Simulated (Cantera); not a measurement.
Input: 1 mol FeS, 1.2 mol H₂S, 5.9 mol N₂, held at 10000 Pa.

Cantera equilibrium calculation (NASA polynomials, part measured and part estimated; ideal gas, pure solids and liquids). Candidate condensed phases: Fe, FeS, FeS₂, S; 16 gas species. FeS: taken at fixed stoichiometry. Gases not in the tables: S₃ to S₇. Rates play no part.

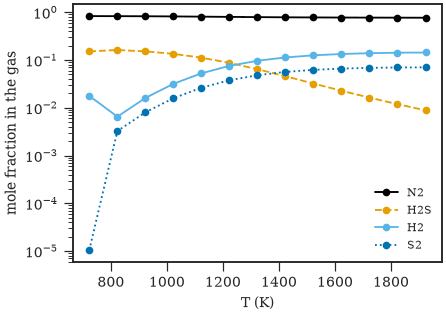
Figure: Equilibrium gas composition (values under 1e-9 drawn at 1e-9)

At 723 K the condensed part is FeS(s) + FeS₂(s). From 823 K to 1423 K the condensed part is FeS(s). From 1523 K to 1923 K the condensed part is FeS(l).
